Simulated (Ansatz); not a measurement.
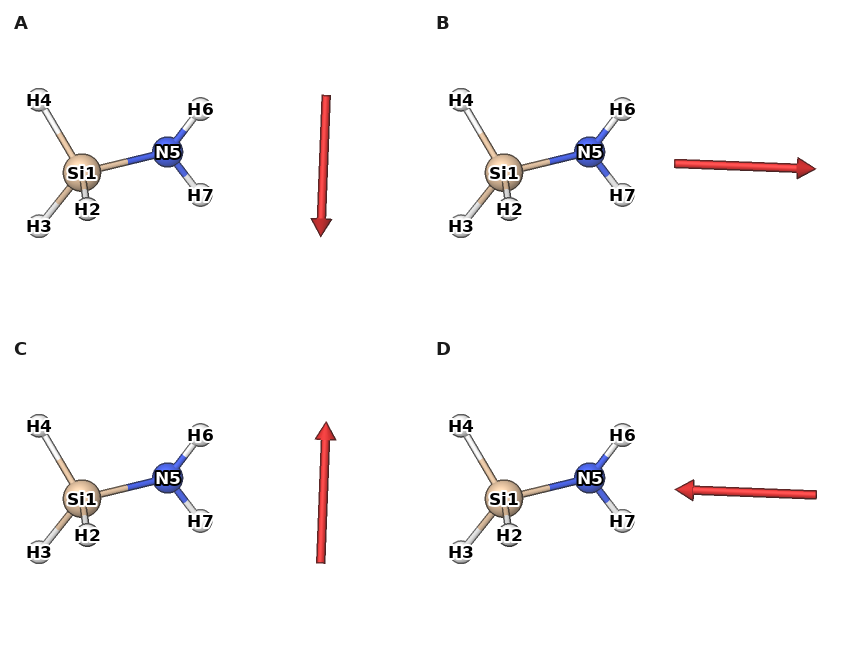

The same molecule four times, each with an arrow. The computed structure is the end point of a PBE0-D4/def2-TZVP optimisation. Method: RKS PBE0-D4/def2-TZVP (Ansatz 0.2.0).

### Which arrow points along the dipole moment, from the negative to the positive end?

B. The dipole moment is 1.37 D; it points from the side of H3, H4 to the side of H6, H7 (the outermost atoms at the two ends).
